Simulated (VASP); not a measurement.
Band structure of MgNiH₃ (space group Pm-3m). All values below come from LDA (Ceperley-Alder, Perdew-Zunger) with spin-orbit coupling, VASP's LDA PAW potentials (set 64) (plane waves; VASP).

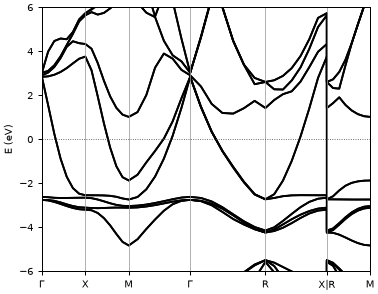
Bands along high-symmetry lines, zero at the valence-band maximum or, without a gap, the Fermi level

Problem. Read the plot: is there a gap, and where are the band edges?

Solution. It has no gap at this level: it comes out as a metal or semimetal.

The structure comes from a computed database's MgNiH3 entry (Pm-3m); how it stands against other phases isn't given here. It was relaxed first.
